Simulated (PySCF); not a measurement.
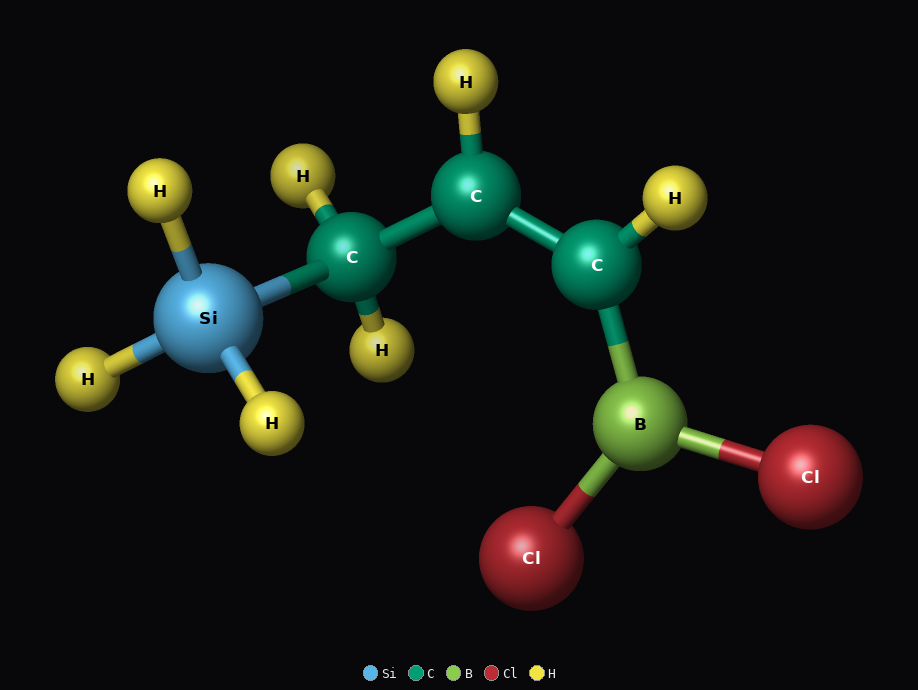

Computed geometry: GFN2-xTB optimisation. No frequency run is at hand to confirm it as a minimum. Method: PBE0/def2-SVPD, gas phase (PySCF 2.14.0). Excitations: vertical, linear response.

What does the calculation give?

The species is C3H7BCl2Si (`[SiH3]C/C=C\B(Cl)Cl`).
- dipole moment: 2.60 D
- HOMO energy (Kohn–Sham orbital): −7.65 eV
- LUMO energy (Kohn–Sham orbital): −2.06 eV
- HOMO–LUMO gap: 5.59 eV
- mean static polarisability: 107.9 bohr³
- lowest vertical singlet excitation: 4.93 eV
- its oscillator strength: 0.370

The geometry is semi-empirical. Around B, Si such bond lengths and angles can be off by a tenth of an ångström or more and by several degrees, and values that hang on the shape move with them.
